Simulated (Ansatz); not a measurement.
**Response to strain in Zr**

Base system: Zr in the hcp (Mg type) structure (space group P6_3/mmc, No. 194; a = 3.144 Å, c = 5.093 Å; relaxed with 0.1 eV smearing). Axes: x lies along a and z along c of the hexagonal cell.

Strains are applied to the cell and any free atomic positions relax.

Calculations: Kohn–Sham DFT with the LDA functional, run in Ansatz (a program for electronic structure) with PAW and 420 eV plane waves, no spin-orbit coupling.

Notes on the quantities. energy relative to the base: free energy F.

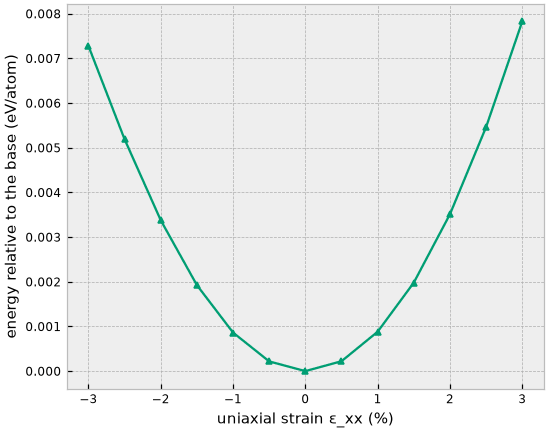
Fig. 1. Energy relative to the base against uniaxial strain ε_xx

Task: From the plot, what is the energy relative to the base for uniaxial strain ε_xx = −3.00 %?

Result: About 0.0073 eV/atom.

Task: Is the trend monotonic over the range shown?

Result: No, it turns within the range, spanning 0 meV/atom to +7.8 meV/atom.

Whether these cells are dynamically stable was not tested. All final runs are without spin polarisation.
